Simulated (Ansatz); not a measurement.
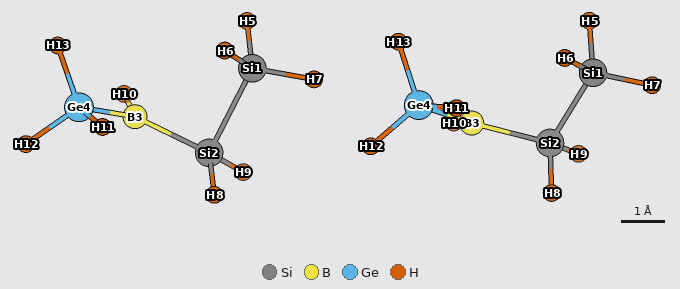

Two geometries of BGeSi2H9 (coarse preliminary run), drawn at one scale. One is the start of a relaxation, the other its converged end. A ball-and-stick model, seen from a free direction.

These are results of RKS PBE-D4/def2-SVP (Ansatz 0.2.0), not measurements. (force threshold 0.03 eV/Å; at most 200 steps)

Q: Which geometry has the lower energy?

A: The left one is the relaxed one. The start comes from a force field. After 11 geometry steps the energy has fallen by 13.8 kcal/mol. The largest force component goes from 2.1 to 0.026 eV/Å. The largest move after the best rigid fit is that of H10, 0.73 Å. By element the largest moves are H 0.73 Å, Si 0.23 Å, B 0.17 Å, Ge 0.11 Å. Some distances before and after: Si1–Si2 2.170 → 2.389 Å, B3–Ge4 1.983 → 2.062 Å, Ge4–H11 1.625 → 1.553 Å, Ge4–H12 1.500 → 1.559 Å. Among the angles between lasting bonds that change: Si1–Si2–B3 109.1° → 93.7°, B3–Si2–H9 110.1° → 119.9°, B3–Si2–H8 107.8° → 117.5°. Groups turn about Si2–B3 by about 30°. Cost: 21 s on 4 threads of Arm Neoverse V1, with other jobs on the host.
